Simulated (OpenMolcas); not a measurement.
# C4H4Si (SMILES C#C[SiH2]C#C): methods side by side

C4H4Si has 9 atoms, charge 0, and is taken as a singlet. SMILES: `C#C[SiH2]C#C`. The shape is that of a PBE0-D4/def2-TZVP optimisation.

Quantity: the HOMO–LUMO gap, in eV. The values are calculated.

```tsv
level	kind	program	value (eV)	CPU time
HF/cc-pVDZ	Hartree–Fock	OpenMolcas	14.33	7.5 s
SVWN5/cc-pVDZ	LDA	OpenMolcas	5.66	21 s
BLYP/cc-pVDZ	GGA	OpenMolcas	5.75	31 s
PBE/cc-pVDZ	GGA	OpenMolcas	5.74	29 s
TPSS/cc-pVDZ	meta-GGA	OpenMolcas	5.98	41 s
B3LYP/cc-pVDZ	global hybrid	OpenMolcas	7.49	28 s
BHLYP/cc-pVDZ	global hybrid	OpenMolcas	10.07	27 s
B2PLYP/cc-pVDZ	double hybrid	OpenMolcas	10.32	21 s
```

The values span 5.66 to 14.33 eV. Orbital gaps aren't excitation energies, and those of double hybrids come from the SCF part alone; they tend to grow with the share of exact exchange. Times are those of the runs behind each value, whatever else they computed, on shared processors of several kinds: orders of magnitude only.

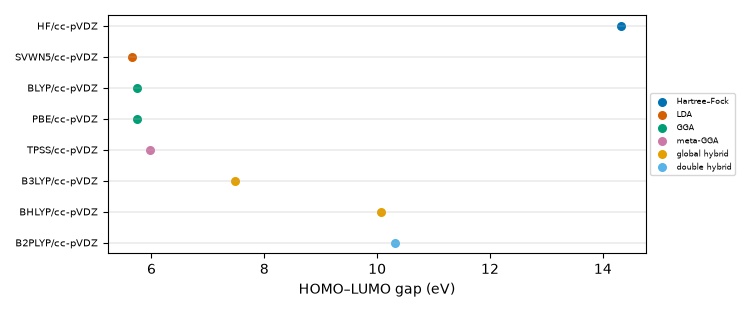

The values of the table, level by level.
